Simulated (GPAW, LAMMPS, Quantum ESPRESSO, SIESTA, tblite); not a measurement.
**Running amorphous 37Ga2O3-63Al2O3 (mol %) (135 atoms) with GPAW**

How do the settings of GPAW change the result for amorphous 37Ga2O3-63Al2O3 (mol %) (135 atoms)? A plane-wave run serves as the yardstick.

Method: the method is named at each step, in GPAW 26.7.0.

**1. Starting point**

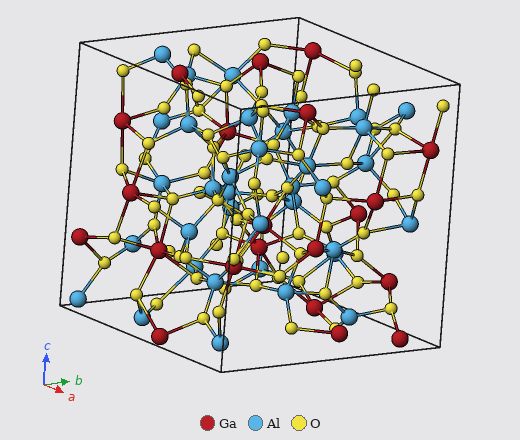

The starting structure, seen slightly off an axis (gallium red, aluminium blue, oxygen yellow). Bonds to atoms that aren't drawn are left out. Some periodic images of atoms are drawn too.

The cell holds 135 atoms: 20 Ga, 34 Al and 81 O. Cell: a = 11.105 Å, b = 11.105 Å, c = 11.105 Å, α = 90.0°, β = 90.0°, γ = 90.0°. 135 atoms (20 Fe, 34 Al, 81 O) placed at random at 3.55 g/cm³, melted at 5000 K for 10 ps at fixed volume with the Morse and Coulomb pair potential with partial charges (Pedone, Malavasi, Menziani, Cormack and Segre, J. Phys. Chem. B 110, 11780 (2006)). Quenched from 5000 K to 300 K at 50 K/ps and fixed volume, held 10 ps at zero pressure, then minimised at fixed cell. Then Fe was replaced by Ga and the cell scaled by 1.006 (the potential has no terms for the new elements, so the cell is a start for a DFT relaxation).

The yardstick, on the same geometry:

| Quantity | Value |
| --- | --- |
| method | Kohn-Sham DFT, PBE, SSSP efficiency 1.3.0 pseudopotentials, plane waves (Quantum ESPRESSO 7.5); sssp-pbe-1.3.0-efficiency, cutoffs 70/560 Ry, Γ point |
| r.m.s. force component | 0.6367 eV/Å |
| longest force | 2.732 eV/Å |
| pressure | 7.288 GPa |
| gap (highest filled to lowest empty level) | 2.19 eV |
| time | 15 min on 4 MPI ranks of Arm Neoverse V2, shared host |
| CPU time | 62 min |

**2. PBE, LCAO dzp, h 0.18 Å**

Method: Kohn-Sham DFT, PBE, PAW, atomic orbitals (dzp).

Input file run.py:

```python
import numpy as np
from ase.io import read
from gpaw import GPAW, FermiDirac
from ase.parallel import parprint as print

atoms = read("structure.xyz")
atoms.calc = GPAW(
    mode="lcao",
    basis="dzp",
    h=0.18,
    xc="PBE",
    kpts={"size": (1, 1, 1), "gamma": True},
    occupations=FermiDirac(0.05),
    maxiter=200,
    symmetry={"point_group": False},
    txt="gpaw.txt",
)
energy = atoms.get_potential_energy(force_consistent=True)
forces = atoms.get_forces()
print(f"energy {energy:.6f} eV")
print("forces (eV/A)")
for i, (a, f) in enumerate(zip(atoms, forces)):
    print(f"{i:4d} {a.symbol:2s} {f[0]:10.5f} {f[1]:10.5f} {f[2]:10.5f}")
print(f"Fermi level {atoms.calc.get_fermi_level():.4f} eV")
for k in range(len(atoms.calc.get_ibz_k_points())):
    for s in range(atoms.calc.get_number_of_spins()):
        e = atoms.calc.get_eigenvalues(kpt=k, spin=s)
        n = np.searchsorted(e, atoms.calc.get_fermi_level())
        print(f"k {k} spin {s} levels about the Fermi level:", np.round(e[max(n - 6, 0):n], 4).tolist(), "|", np.round(e[n:n + 6], 4).tolist())
```

Input file structure.xyz:

```xyz
135
Lattice="11.10507 0.00000 0.00000 0.00000 11.10507 0.00000 0.00000 0.00000 11.10507" Properties=species:S:1:pos:R:3 pbc="T T T"
Ga 10.82722 6.12000 0.98680
Ga 2.50086 10.03465 10.43799
Ga 6.49036 9.95048 4.57629
Ga 3.39204 2.25244 2.97316
Ga 3.19970 5.45836 7.63707
Ga 4.54153 5.82616 10.89352
Ga 10.68585 7.54956 6.38408
Ga 1.83167 1.07353 8.16067
Ga 9.57379 4.59517 10.14048
Ga 0.88685 0.07463 3.11719
Ga 11.05154 9.06862 0.53993
Ga 5.01261 6.12223 3.15440
Ga 10.41533 4.88890 4.58284
Ga 5.39018 8.90593 0.43576
Ga 7.22407 4.58018 4.78806
Ga 8.93358 1.89974 3.74596
Ga 10.85998 10.04554 8.35534
Ga 5.50667 1.01667 11.10285
Ga 7.76511 10.80590 1.95338
Ga 3.42536 0.56169 5.57819
Al 6.83073 3.71998 9.31504
Al 2.39059 6.32745 4.80117
Al 2.38237 8.92537 7.11346
Al 4.09988 10.73072 2.23534
Al 8.30459 1.99147 0.33915
Al 8.52647 8.31970 0.89596
Al 8.15268 7.55289 3.71020
Al 9.94126 1.97448 8.95502
Al 4.93243 10.74937 8.19154
Al 9.25252 7.77177 9.13048
Al 7.63796 2.36027 7.15733
Al 1.20112 7.02485 9.34414
Al 2.00746 3.20426 5.35686
Al 10.78869 1.68231 6.02594
Al 0.54859 7.94468 3.52708
Al 3.49021 8.85552 4.44103
Al 0.38779 3.19404 2.40336
Al 2.97105 7.81653 1.56704
Al 4.81149 3.68300 5.81217
Al 4.34208 2.55605 8.51081
Al 2.47499 4.85181 1.80768
Al 5.74077 6.99897 5.82794
Al 9.95558 9.97602 5.02715
Al 7.63973 9.23487 7.07204
Al 11.07853 4.50655 7.36044
Al 5.89879 3.33807 2.17371
Al 7.88960 10.93494 9.18956
Al 8.13868 5.27991 2.13328
Al 2.85100 2.08165 0.02576
Al 4.37262 7.77932 8.52303
Al 1.70119 4.31965 9.75125
Al 8.25840 5.79152 7.43951
Al 0.27874 0.69173 0.28185
Al 6.20329 1.57925 4.54086
O 2.37038 8.23952 3.22180
O 4.71743 7.69670 10.14781
[... 75 atom lines left out ...]
O 3.50321 9.44520 1.02033
O 5.96520 4.91832 10.06652
O 2.61069 4.87646 5.80240
O 10.95715 10.44021 10.21733
```

Command:

```console
OMP_NUM_THREADS=1 mpirun -np 2 gpaw python run.py > output.txt
```

Output:

```text
energy -853.302233 eV
forces (eV/A)
   0 Ga   -0.62934   -0.85422   -0.18919
   1 Ga    0.05984    0.51834   -0.50644
   2 Ga    0.16609   -0.08429    0.13470
   3 Ga   -0.09571    0.42184   -0.34632
   4 Ga    0.25832   -0.27711   -0.20246
   5 Ga    0.15375    0.47264   -0.21163
   6 Ga    0.19834    0.37163    0.11351
   7 Ga    0.14813    0.69375    0.15189
   8 Ga   -0.14858    0.26183   -0.20984
   9 Ga    0.07001    0.44220   -0.29422
  10 Ga   -0.44423    0.21595   -0.73877
  11 Ga    0.07137   -0.10082   -0.16613
  12 Ga   -0.21263   -0.01282    0.37444
  13 Ga    0.61675   -0.26375   -0.07069
  14 Ga   -0.55664   -0.48889   -0.23321
  15 Ga   -0.55053    0.01859    0.60614
  16 Ga   -0.11438    0.01368    0.14086
  17 Ga   -0.11711   -0.01525   -0.32859
  18 Ga    0.17556   -0.32235    0.12452
  19 Ga    0.28694    0.57483   -0.25435
  20 Al   -0.52173   -0.44185   -0.92975
  21 Al    0.22284    0.49144    0.38258
  22 Al    0.36858   -0.28678    0.41932
  23 Al    0.00864    0.63452    0.56507
[...]
127 O     1.24856    0.41518   -0.21036
 128 O    -1.39832    0.42532   -1.79663
 129 O     0.77515    0.27538    0.21679
 130 O    -0.81566   -0.21678   -0.45664
 131 O    -0.27317    0.72658   -0.61922
 132 O    -1.18184    1.76141    1.08271
 133 O     0.50094   -0.16646    0.59591
 134 O    -0.17400   -0.18087    0.01214
Fermi level 6.5698 eV
k 0 spin 0 levels about the Fermi level: [5.2678, 5.2789, 5.3137, 5.387, 5.4108, 5.5391] | [7.5971, 8.776, 9.0464, 9.3397, 9.3724, 9.5009]
```

gpaw.txt:

```text
Input parameters:
  mode=LCAO(),
  basis={'default': 'dzp'},
  h=0.18,
  kpts=MonkhorstPack(size=(1, 1, 1), gamma=True),
  maxiter=200,
  occupations=Occupations(name='fermi-dirac', width=0.05, fixmagmom=False),
  symmetry=Symmetry(point_group=False),
  xc=XC(name='PBE')
Unit cell  # Å
| periodic |         x |         y |         z |   lengths |    angles |
|----------|-----------|-----------|-----------|-----------|-----------|
|      yes | 11.105070 |  0.000000 |  0.000000 | 11.105070 | 90.000000 |
|      yes |  0.000000 | 11.105070 |  0.000000 | 11.105070 | 90.000000 |
|      yes |  0.000000 |  0.000000 | 11.105070 | 11.105070 | 90.000000 |
Number of symmetries: 1
Symmetry operations  # r_c * U_cc + t_c -> r_c
|   | kind |            matrix            |
|---|------|------------------------------|
| 0 |  E   |  1, 0, 0,  0, 1, 0,  0, 0, 1 |
BZ-sampling:
  Number of BZ points: 1
  Number of IBZ points: 1
  Monkhorst-Pack size: [1, 1, 1]
  Monkhorst-Pack shift: [0, 0, 0]
[... lines left out ...]
eigensolver:
density mixing:
  MSR1-Mixer
occupation numbers:
  Fermi-Dirac:
    width: 0.0500  # eV
FastPoissonSolver using
    Stencil: 6*3+1=19 point O(h^6) finite-difference Laplacian
xc functional:
  name: PBE with 2 nearest neighbor stencil
interpolation: tri-quintic # 5. degree polynomial
Initialization done in: 8.022 s
convergence criteria:
- Maximum [total energy] change in last 3 cyles: 0.0005 eV / valence electron
- Maximum integral of absolute [dens]ity change: 0.0001 electrons / valence electron
- Maximum integral of absolute [eigenst]ate change: 4e-08 eV^2 / valence electron
maximum number of iterations: 200
SCF iterations
|iter     |      energy | eigst |  dens |
|---------|-------------|-------|-------|
|iter:   1| -942.634497 |      c|       |
|iter:   2| -919.816721 |      c| -0.74 |
|iter:   3| -853.159565 |      c| -0.79 |
|iter:   4| -853.211493 |      c| -1.42 |
|iter:   5| -853.411077c|      c| -1.70 |
|iter:   6| -853.303492c|      c| -2.35 |
|iter:   7| -853.302560c|      c| -3.04 |
|iter:   8| -853.302304c|      c| -3.39 |
|iter:   9| -853.302235c|      c| -3.77 |
|iter:  10| -853.302233c|      c| -4.29c|
Converged in 10 steps
SCF loop duration: 223.735 s (22.373 s/step)
Energy contributions relative to reference atoms: (reference = -1447518.857977)
Energy contributions:
  Kinetic:        1649.776391
  Coulomb:       -1421.704862
  Zero:             21.938650
  External:          0.000000
  Xc:            -1103.312412
  Entropy:          -0.000000
  Spinorbit:         0.000000
  ----------------------------
  Free energy:    -853.302233
  Extrapolated:   -853.302233
dipole moment: (97.625804, 6.440368, -24.132406)  # |e|*Ang
Fermi level: 6.570
Eigenvalues  # (at kpt = [0.000, 0.000, 0.000])
| band index |      eig [eV] | occ [0-2] |
|------------|---------------|-----------|
|          0 |       -14.421 |     2.000 |
|        ... |               |           |
|        316 |         5.171 |     2.000 |
|        317 |         5.216 |     2.000 |
[...]
|        331 |         9.838 |     0.000 |
|        ... |               |           |
|        392 |        14.142 |     0.000 |
Gap: 2.058 eV
Transition (v -> c):
  (s=0, k=0, n=323, [0.00, 0.00, 0.00]) -> (s=0, k=0, n=324, [0.00, 0.00, 0.00])
No difference between direct/indirect transitions
Force computation time: 56.484  # s
timing:  # [seconds]
  Total:  288.270  # ━━━━━━━━━━━━━━━━━━━━━━━━━━━━━━━━━━━━━━━━━━━━━━━━━━━━━━━━
  Init:     8.022  # ━╸
  SCF:    223.735  # ━━━━━━━━━━━━━━━━━━━━━━━━━━━━━━━━━━━━━━━━━━━╸
  Forces:  56.484  # ━━━━━━━━━━━
```

Elapsed: 4.8 min, on 2 MPI ranks of Arm Neoverse V2, shared host; peak memory 2.9 GiB.

Banners, paths, timers and routine set-up lines are dropped from the logs unmarked, and long logs keep their key lines alone; longer cuts are marked.

Numbers from this run, and their distance from the reference:

| Quantity | Value |
| --- | --- |
| r.m.s. force component | 0.661 eV/Å |
| r.m.s. difference of force components | 246.8 meV/Å |
| longest difference of force vectors | 1064 meV/Å |
| force difference over r.m.s. force | 38.76 % |
| slope of forces against the reference's | 0.9638 |
| correlation of force components | 0.9284 |
| gap (highest filled to lowest empty level) | 2.058 eV |
| gap difference | -0.132 eV |

This run lies far from the reference in forces at the same functional. Basis and potentials both differ; the latter hold 648 valence electrons against the reference's 848.

Length of the force difference by element (eV/Å):

| element | atoms | mean | most |
| --- | --- | --- | --- |
| Al | 34 | 0.27 | 0.45 |
| Ga | 20 | 0.45 | 0.99 |
| O | 81 | 0.41 | 1.1 |

Levels nearest the highest filled one (eV from it): -0.27, -0.26, -0.23, -0.15, -0.13, 0.00, 2.06, 3.24, 3.51, 3.80, 3.83, 3.96.

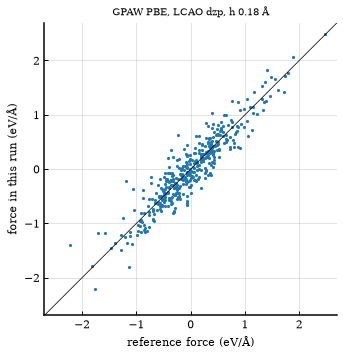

Force components against those of the reference; the line marks equality.

The surroundings of O98, which bears the longest force, nearest first, numbered as they follow in the input and with coordinates relative to it.

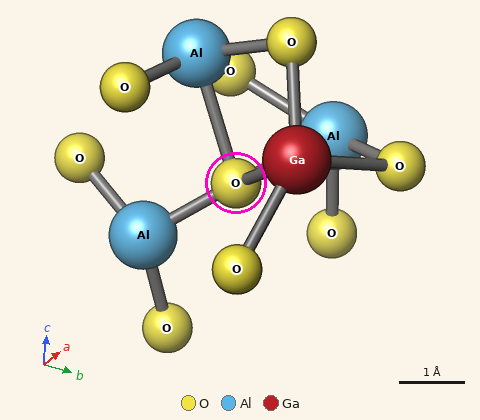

The atoms of the table, within 2.8 Å (arrows a, b, c point along x, y, z); some may hide others; the central atom is ringed.

| atom | x | y | z | distance (Å) | Fx | Fy | Fz (eV/Å) |
| --- | --- | --- | --- | --- | --- | --- | --- |
| O98 | 0.00 | 0.00 | 0.00 | 0.00 | 1.71 | 1.29 | 1.67 |
| Al45 | -1.23 | -0.92 | -0.67 | 1.68 | -0.18 | -0.11 | -0.26 |
| Ga5 | 2.00 | 0.03 | -0.40 | 2.04 | 0.26 | -0.28 | -0.20 |
| Al32 | 0.00 | 1.60 | 1.31 | 2.07 | -0.18 | -0.65 | -0.11 |
| Al51 | 0.50 | -1.10 | 1.72 | 2.10 | -0.55 | -1.05 | -0.35 |
| O84 | -0.82 | 0.15 | 2.32 | 2.47 | -0.16 | 0.20 | -0.11 |
| O81 | 2.01 | -0.23 | 1.55 | 2.55 | 0.33 | 0.79 | -0.20 |
| O62 | 1.41 | 2.11 | 0.36 | 2.56 | -0.39 | -0.10 | -0.68 |
| O114 | -1.84 | -1.82 | 0.64 | 2.66 | -0.15 | 0.34 | 1.14 |
| O110 | 0.89 | -2.47 | 0.56 | 2.69 | 0.59 | -0.39 | -0.44 |
| O134 | 1.41 | -0.55 | -2.23 | 2.70 | 0.50 | -0.17 | 0.60 |
| O102 | -1.36 | 2.38 | 0.40 | 2.77 | -0.12 | 0.35 | -0.68 |
| O70 | -2.35 | 0.18 | -1.49 | 2.79 | -0.51 | 0.77 | -0.83 |

Atoms are counted from 1 here, from 0 in the log.

Forces lie 39 % from the reference's, at 0.16 times its CPU time (on 2 against 4 cores).

The forces add up to 0.53 eV/Å instead of zero, usually a sign of too coarse a grid.

**3. PBE, LCAO dzp, h 0.15 Å**

Method: Kohn-Sham DFT, PBE, PAW, atomic orbitals (dzp).

run.py: that of step 2 with these lines changed.

```diff
@@ -9,3 +9,3 @@
     basis="dzp",
-    h=0.18,
+    h=0.15,
     xc="PBE",
```

structure.xyz is that of step 2.

Command:

```console
OMP_NUM_THREADS=1 mpirun -np 4 gpaw python run.py > output.txt
```

Output:

```text
energy -862.342434 eV
forces (eV/A)
   0 Ga   -0.62761   -0.86090   -0.19475
   1 Ga    0.06268    0.51344   -0.50148
   2 Ga    0.16400   -0.08052    0.14092
   3 Ga   -0.09485    0.41326   -0.34360
   4 Ga    0.25559   -0.27908   -0.19890
   5 Ga    0.14919    0.47070   -0.21728
   6 Ga    0.20346    0.37616    0.11312
   7 Ga    0.14552    0.70145    0.15449
   8 Ga   -0.14436    0.26383   -0.20419
   9 Ga    0.07538    0.43359   -0.29097
  10 Ga   -0.44009    0.21772   -0.72638
  11 Ga    0.06987   -0.10187   -0.17072
  12 Ga   -0.20825   -0.01724    0.37779
  13 Ga    0.62355   -0.26757   -0.07994
  14 Ga   -0.56530   -0.48010   -0.22760
  15 Ga   -0.55653    0.01991    0.59965
  16 Ga   -0.11855    0.00927    0.14941
  17 Ga   -0.11440   -0.01442   -0.32590
  18 Ga    0.17562   -0.32908    0.13093
  19 Ga    0.28516    0.57346   -0.25042
  20 Al   -0.52745   -0.44275   -0.93332
  21 Al    0.22400    0.49041    0.38103
  22 Al    0.36988   -0.28750    0.42143
  23 Al    0.01348    0.63935    0.56862
[...]
127 O     1.24212    0.37604   -0.14381
 128 O    -1.43519    0.44711   -1.82035
 129 O     0.80397    0.22780    0.17524
 130 O    -0.82139   -0.15593   -0.45814
 131 O    -0.26427    0.72204   -0.61287
 132 O    -1.09457    1.75900    1.14421
 133 O     0.58669   -0.15314    0.63863
 134 O    -0.12222   -0.18154    0.05257
Fermi level 6.5685 eV
k 0 spin 0 levels about the Fermi level: [5.2642, 5.2755, 5.3101, 5.383, 5.4075, 5.5354] | [7.5982, 8.7729, 9.0435, 9.337, 9.37, 9.4973]
```

gpaw.txt:

```text
Input parameters:
  mode=LCAO(),
  basis={'default': 'dzp'},
  h=0.15,
  kpts=MonkhorstPack(size=(1, 1, 1), gamma=True),
  maxiter=200,
  occupations=Occupations(name='fermi-dirac', width=0.05, fixmagmom=False),
  symmetry=Symmetry(point_group=False),
  xc=XC(name='PBE')
Unit cell  # Å
| periodic |         x |         y |         z |   lengths |    angles |
[... lines left out ...]
  Fermi-Dirac:
[... lines left out ...]
convergence criteria:
- Maximum [total energy] change in last 3 cyles: 0.0005 eV / valence electron
[... lines left out ...]
Converged in 10 steps
[... lines left out ...]
  Free energy:    -862.342434
  Extrapolated:   -862.342434
dipole moment: (97.715635, 6.536412, -24.606503)  # |e|*Ang
Fermi level: 6.569
Eigenvalues  # (at kpt = [0.000, 0.000, 0.000])
| band index |      eig [eV] | occ [0-2] |
|------------|---------------|-----------|
|          0 |       -14.413 |     2.000 |
|        ... |               |           |
|        316 |         5.167 |     2.000 |
|        317 |         5.212 |     2.000 |
[...]
|        331 |         9.836 |     0.000 |
|        ... |               |           |
|        392 |        14.140 |     0.000 |
Gap: 2.063 eV
Transition (v -> c):
  (s=0, k=0, n=323, [0.00, 0.00, 0.00]) -> (s=0, k=0, n=324, [0.00, 0.00, 0.00])
No difference between direct/indirect transitions
Force computation time: 56.436  # s
timing:  # [seconds]
  Total:  287.096  # ━━━━━━━━━━━━━━━━━━━━━━━━━━━━━━━━━━━━━━━━━━━━━━━━━━━━━━━━
  Init:     5.933  # ━
  SCF:    224.694  # ━━━━━━━━━━━━━━━━━━━━━━━━━━━━━━━━━━━━━━━━━━━━
  Forces:  56.436  # ━━━━━━━━━━━
```

Elapsed: 4.8 min, on 4 MPI ranks; peak memory 6 GiB; 19 min of CPU time.

Numbers from this run, and their distance from the reference:

```yaml
r_m_s_force_component: 0.6605 eV/Å
r_m_s_difference_of_force_components: 244.2 meV/Å
longest_difference_of_force_vectors: 1052 meV/Å
force_difference_over_r_m_s_force: 38.35 %
slope_of_forces_against_the_reference_s: 0.9646
correlation_of_force_components: 0.9298
spacing_of_highest_filled_and_lowest_empty_level: 2.063 eV
gap_difference: -0.1272 eV
energy_less_the_same_level_run_s: -66.96 meV/atom
r_m_s_force_difference_from_the_same_level_run: 32.08 meV/Å
```

This run lies far from the reference in forces at the same functional. Basis and potentials both differ; the latter hold 648 valence electrons against the reference's 848.

Against the first run (39 %), the force difference from the reference is 38 %, at 2.0 times the CPU time (on 4 against 2 cores): the change moves forces by 32 meV/Å r.m.s., so most of the difference comes from elsewhere.

**4. PBE, LCAO szp(dzp), h 0.18 Å**

Method: Kohn-Sham DFT, PBE, PAW, atomic orbitals (szp(dzp)).

run.py: that of step 3 with these lines changed.

```diff
@@ -3,3 +3,2 @@
 from gpaw import GPAW, FermiDirac
-from ase.parallel import parprint as print
 
@@ -8,4 +7,4 @@
     mode="lcao",
-    basis="dzp",
-    h=0.15,
+    basis="szp(dzp)",
+    h=0.18,
     xc="PBE",
```

structure.xyz is that of step 3.

Command:

```console
OMP_NUM_THREADS=1 python run.py > output.txt
```

Output:

```text
energy -834.467066 eV
forces (eV/A)
   0 Ga   -0.71911   -0.75554   -0.13298
   1 Ga    0.15416    0.57208   -0.57436
   2 Ga    0.13297   -0.05624    0.22441
   3 Ga   -0.12221    0.41121   -0.40127
   4 Ga    0.34356   -0.24515   -0.24039
   5 Ga    0.21020    0.40307   -0.12369
   6 Ga    0.21421    0.41487    0.14097
   7 Ga    0.17113    0.79062    0.20722
   8 Ga   -0.08450    0.26448   -0.11108
   9 Ga    0.08010    0.50442   -0.29881
  10 Ga   -0.57303    0.28030   -0.69971
  11 Ga    0.09467   -0.10098   -0.22380
[...]
130 O    -0.79844   -0.28038   -0.50876
 131 O    -0.30253    0.75117   -0.53670
 132 O    -0.98494    1.43511    0.89190
 133 O     0.51895   -0.18112    0.51985
 134 O    -0.14258   -0.18466    0.11531
Fermi level 6.8389 eV
k 0 spin 0 levels about the Fermi level: [5.5258, 5.5454, 5.5999, 5.6404, 5.6736, 5.8612] | [7.8142, 9.0108, 9.2376, 9.5715, 9.5961, 9.7267]
```

gpaw.txt:

```text
Input parameters:
  mode=LCAO(),
  basis={'default': 'szp(dzp)'},
  h=0.18,
  kpts=MonkhorstPack(size=(1, 1, 1), gamma=True),
  maxiter=200,
  occupations=Occupations(name='fermi-dirac', width=0.05, fixmagmom=False),
  symmetry=Symmetry(point_group=False),
  xc=XC(name='PBE')
[... lines left out ...]
  Fermi-Dirac:
[... lines left out ...]
convergence criteria:
- Maximum [total energy] change in last 3 cyles: 0.0005 eV / valence electron
[... lines left out ...]
Converged in 10 steps
[... lines left out ...]
  Free energy:    -834.467066
[... lines left out ...]
Fermi level: 6.839
[... lines left out ...]
|          0 |       -14.343 |     2.000 |
|        ... |               |           |
|        316 |         5.452 |     2.000 |
|        317 |         5.470 |     2.000 |
[...]
|        331 |        10.080 |     0.000 |
|        ... |               |           |
|        392 |        14.419 |     0.000 |
Gap: 1.953 eV
Transition (v -> c):
  (s=0, k=0, n=323, [0.00, 0.00, 0.00]) -> (s=0, k=0, n=324, [0.00, 0.00, 0.00])
No difference between direct/indirect transitions
Force computation time: 69.844  # s
timing:  # [seconds]
  Total:  357.960  # ━━━━━━━━━━━━━━━━━━━━━━━━━━━━━━━━━━━━━━━━━━━━━━━━━━━━━━━━
  Init:    12.826  # ━━
  SCF:    275.250  # ━━━━━━━━━━━━━━━━━━━━━━━━━━━━━━━━━━━━━━━━━━━
  Forces:  69.844  # ━━━━━━━━━━━
```

It took 6 min on 1 thread; peak memory 2.3 GiB.

Against the reference:

| Item | Value |
| --- | --- |
| r.m.s. force component | 0.6346 eV/Å |
| r.m.s. difference of force components | 277.5 meV/Å |
| longest difference of force vectors | 1275 meV/Å |
| force difference over r.m.s. force | 43.59 % |
| slope of forces against the reference's | 0.9018 |
| correlation of force components | 0.9047 |
| gap (highest filled to lowest empty level) | 1.953 eV |
| gap difference | -0.237 eV |

This is a coarse setting, run to see what it loses.

Against the first run (39 %), the force difference from the reference is 44 %, at 0.62 times the CPU time (on 1 against 2 cores), with 1215 basis functions against 1755: the smaller basis costs accuracy.

The forces add up to 0.51 eV/Å instead of zero, usually a sign of too coarse a grid.

(Continued in part 2 of 2.)

[Also dropped from logs without a mark: logging warnings of Python, and SIESTA's first energy breakdown and zero terms.]

[Logs are printed without paths, hosts, clocks, repeated set-up lines and the standing remarks that a program may print on its own settings, such as how far it seeks lower states.]

[Hosts, paths, dates, database ids (printed as entryN), source tags and the programs' standing remarks are cut or masked in the printed files.]
